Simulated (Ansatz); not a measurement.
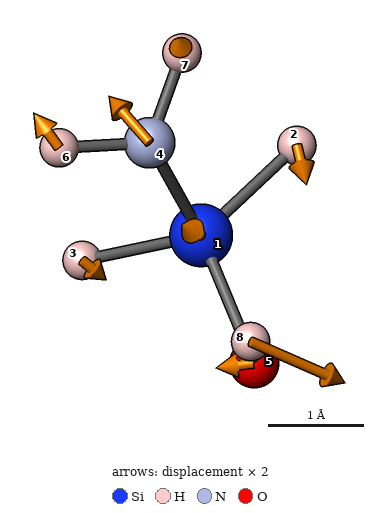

A relaxation of SiNH5O. The starting structure is drawn; orange arrows show the displacements, magnified 2 times. The two geometries are superimposed by the best rigid fit.

Style: ball-and-stick. Shown from a free direction.

It is one of the separated products of a reaction.

Computed with Ansatz, RKS PBE0-D4/def2-TZVP. Settings: force threshold 0.005 eV/Å; at most 200 steps.

Question: Describe the change and its energy.

Answer: After 19 accepted moves (24 points after the start) the energy has fallen by 43.2 kJ/mol. The largest force component goes from 2.9 to 0.00088 eV/Å. The line search rejected the trial steps at points 11, 13, 15, 16, 23 of the run. The forces were under the threshold at step 17, but the run went on from there. The atom that moves furthest after the best rigid fit is H8 (0.60 Å). Largest moves by element: H 0.60 Å, N 0.36 Å, Si 0.21 Å, O 0.21 Å. Near-neighbour distances that change, for instance: Si1–N4 1.760 → 1.705 Å, Si1–O5 1.688 → 1.649 Å, Si1–H3 1.488 → 1.479 Å, O5–H8 0.962 → 0.958 Å. Among the angles between lasting bonds that change: N4–Si1–O5 98.9° → 116.3°, H3–Si1–O5 113.2° → 102.5°, Si1–O5–H8 106.6° → 117.3°. Groups turn about Si1–O5 by about 50°.
